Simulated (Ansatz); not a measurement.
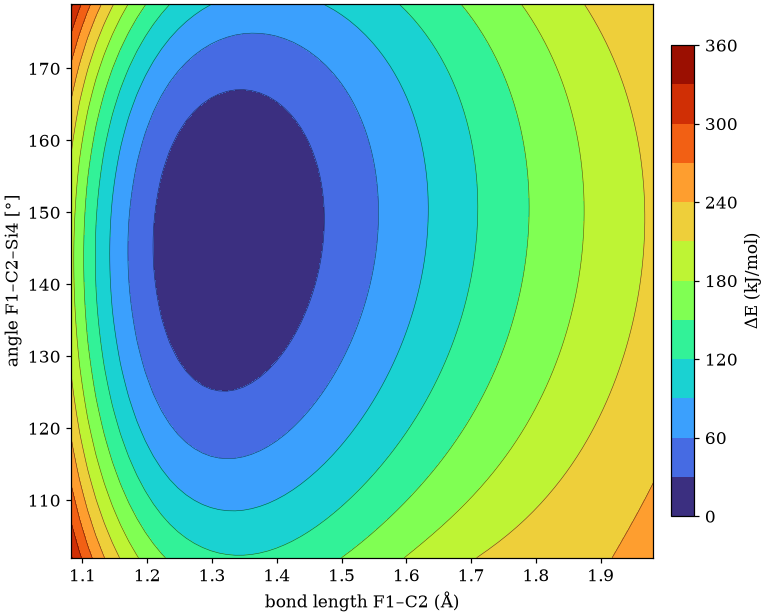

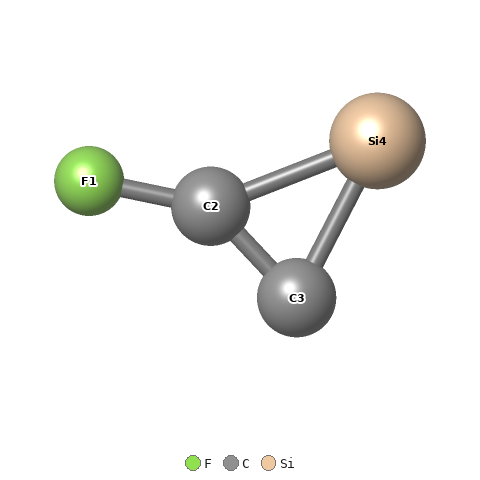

Energy landscape of C2FSi, spin multiplicity 2. 
- The first coordinate is: bond length F1–C2; the second: angle F1–C2–Si4.
- Nothing is relaxed (all other coordinates rigid).
- The scan uses a 13 × 13 grid.
- Points are written as (first, second).
- All energies are given in kJ/mol relative to the relaxed molecule at the same level.
- Computed with UKS PBE-D4/def2-TZVP (Ansatz 0.2.0).

In the figure: filled contours. Between grid points the surface is interpolated. The second picture is the structure at the lowest point.

Summarise what can be read from the map.

Answer. The lowest grid point is at (1.307 Å, 146.9°), 0.34 kJ/mol from the relaxed molecule at the same level. No other kind of well shows on this grid. The highest grid point, (1.083 Å, 179.0°), lies 335 kJ/mol above the lowest. Round the minimum the two coordinates are weakly coupled (coupling −0.09 in units of the two stiffnesses).

Grid values (kJ/mol):

| angle F1–C2–Si4 ↓, bond length F1–C2 → | 1.083 | 1.158 | 1.232 | 1.307 | 1.382 | 1.457 | 1.532 | 1.607 | 1.681 | 1.756 | 1.831 | 1.906 | 1.981 |
| --- | --- | --- | --- | --- | --- | --- | --- | --- | --- | --- | --- | --- | --- |
| 179.0 | 335 | 197 | 123 | 88 | 80 | 88 | 104 | 126 | 149 | 173 | 197 | 219 | 240 |
| 172.6 | 281 | 150 | 83 | 54 | 51 | 62 | 82 | 107 | 132 | 158 | 184 | 208 | 230 |
| 166.2 | 242 | 116 | 54 | 30 | 30 | 44 | 66 | 93 | 120 | 148 | 174 | 199 | 222 |
| 159.7 | 214 | 93 | 34 | 13 | 15 | 32 | 56 | 84 | 112 | 141 | 168 | 194 | 217 |
| 153.3 | 197 | 79 | 22 | 3 | 8 | 26 | 51 | 80 | 109 | 138 | 165 | 191 | 214 |
| 146.9 | 189 | 72 | 18 | 0 | 6 | 25 | 51 | 80 | 109 | 138 | 165 | 191 | 214 |
| 140.5 | 188 | 73 | 20 | 3 | 9 | 29 | 55 | 84 | 113 | 142 | 168 | 193 | 216 |
| 134.1 | 195 | 80 | 27 | 11 | 17 | 37 | 63 | 92 | 120 | 148 | 174 | 198 | 219 |
| 127.6 | 209 | 94 | 41 | 24 | 30 | 49 | 75 | 103 | 131 | 157 | 182 | 204 | 224 |
| 121.2 | 229 | 113 | 59 | 42 | 47 | 66 | 91 | 118 | 144 | 169 | 192 | 213 | 231 |
| 114.8 | 256 | 139 | 83 | 64 | 69 | 86 | 110 | 136 | 161 | 184 | 204 | 222 | 238 |
| 108.4 | 290 | 171 | 112 | 92 | 94 | 110 | 133 | 158 | 181 | 201 | 218 | 231 | 244 |
| 102.0 | 332 | 209 | 148 | 124 | 124 | 138 | 160 | 183 | 204 | 219 | 230 | 239 | 247 |

The input of one point:

```yaml
crystal:
  periodic: [false, false, false]
  atoms:
    - { symbol: F, position_ang: [0.063131, 0.103267, 1.652406] }
    - { symbol: C, position_ang: [-0.006394, -0.027296, 0.353804] }
    - { symbol: C, position_ang: [-0.344253, -0.835272, -0.634829] }
    - { symbol: Si, position_ang: [0.290189, 0.764647, -1.331463] }
magnetization:
  spin_polarized: true
  initial_magnetization: 1
basis:
  gaussian: { orbitals: def2-TZVP }
hamiltonian:
  xc: pbe
  dispersion: d4
output:
  forces: true
```

Time for the 169 points that were run: 16 min on 1 thread of Arm Neoverse V1 (shared host).
